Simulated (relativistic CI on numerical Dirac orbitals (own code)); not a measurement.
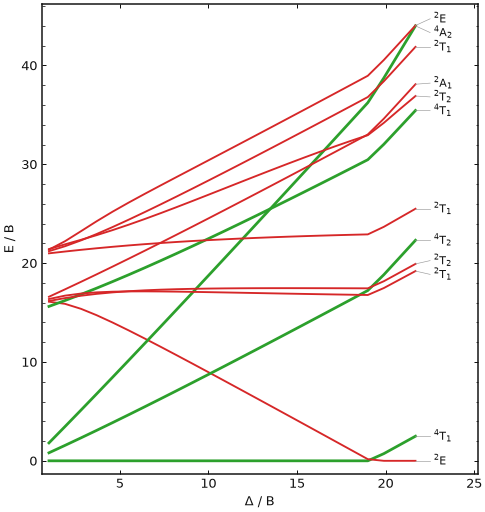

Energies of the terms of d³ in a tetrahedral field as Δ is swept, with B = 420 cm⁻¹, C = 1,650 cm⁻¹. Parametric ligand-field model of a d shell (Racah B and C, crystal field, no spin-orbit coupling), computed by exact diagonalisation. Parity subscripts are left off.

What does the diagram show?

The ground state changes: ⁴T₁ from Δ/B = 1.00, then ²E from Δ/B = 19.9. This is a change of spin, from S = 1.5 to S = 0.5, between Δ/B = 19.0 and Δ/B = 19.9. At Δ/B = 17.2 the lowest spin-allowed transitions from ⁴T₁ go to ⁴T₂ at 6,510 cm⁻¹ (1540 nm), ⁴T₁ at 12,100 cm⁻¹ (826 nm) and ⁴A₂ at 13,700 cm⁻¹ (728 nm).
